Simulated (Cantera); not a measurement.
A closed system holds: 1 mol Si, 1.5 mol F₂, 2 mol H₂, 16 mol HCl, held at 1.33 mbar.

Equilibrium computed with Cantera from the NASA thermochemical tables; the gas is ideal and each condensed phase is pure. Candidate condensed phases: Si; 37 gas species. The tables' values for SiCl₃, SiF₃, SiF₂ are old estimates; treat these amounts as uncertain. Equilibrium is a limit: real reactors are often held back by kinetics, nucleation or transport.

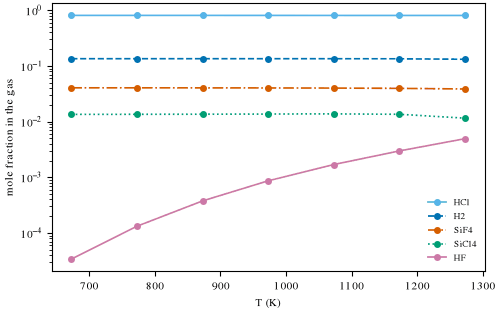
*Equilibrium gas composition (values under 1e-9 drawn at 1e-9)*

From 673 K to 1273 K nothing is condensed. The main Si-bearing gas is SiF₄ throughout.
